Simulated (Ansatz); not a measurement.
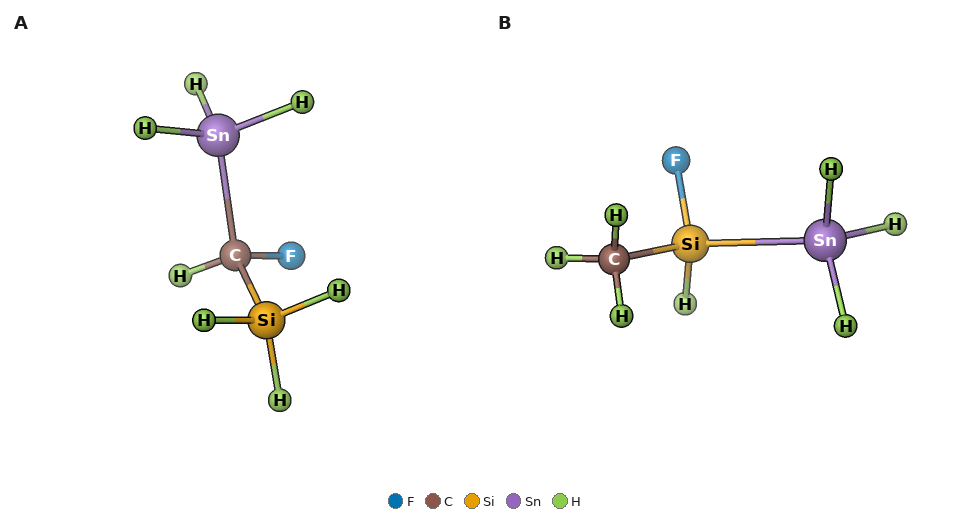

Distant atoms are faded towards the background colour. The geometry was computed by an optimisation with PBE-D4/def2-SVP. No frequency run is at hand to confirm it as a minimum.

Q: Can A be turned into B by a rotation alone?

A: No. They are constitutional isomers of CH7FSiSn: A is F[C@@H]([SiH3])[SnH3], B is C[Si@@H](F)[SnH3]
